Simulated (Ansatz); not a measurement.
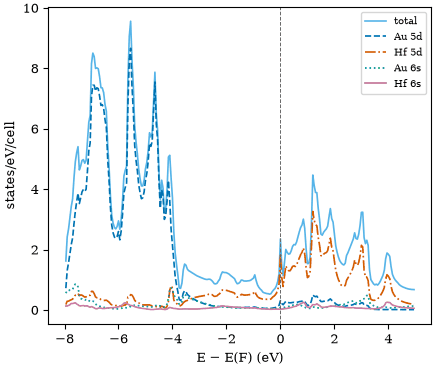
Total and projected density of states of HfAu$_{2}$ (MoSi2 or CaC2 type, I4/mmm), DFT-r²SCAN in the program Ansatz with PAW potentials

Q: Which orbitals carry the states next to the Fermi level?

A: Within 0.5 eV of the Fermi level: Hf 5d 70 %, Au 5d 13 %, Au 6s 6 %, outside the projected shells 7 %. Projections are on Löwdin-orthogonalised atomic valence shells; empty p or d shells of many metals are not among them.

Q: Where is the tallest occupied peak in this window, and what makes it?

A: Near -5.5 eV, about 9.6 states/eV per cell; the largest projected share is Au 5d.

The workflow started from a Materials Project entry (that database holds measured and hypothetical structures alike); the Crystallography Open Database copy checked does not list it. With Hf and Au taken as one species the cell has the higher symmetry I4/mmm, so it may be an ordered model of a mixed-site phase. Whether it is the stable phase at ambient conditions was not checked. The cell was relaxed with r²SCAN under the symmetry of its start; whether a distortion lowers the energy is not shown. No spin polarisation was allowed. Scalar-relativistic: spin–orbit coupling is off unless named, which matters more the heavier the elements.

Potentials: the later of the program's two PAW sets.
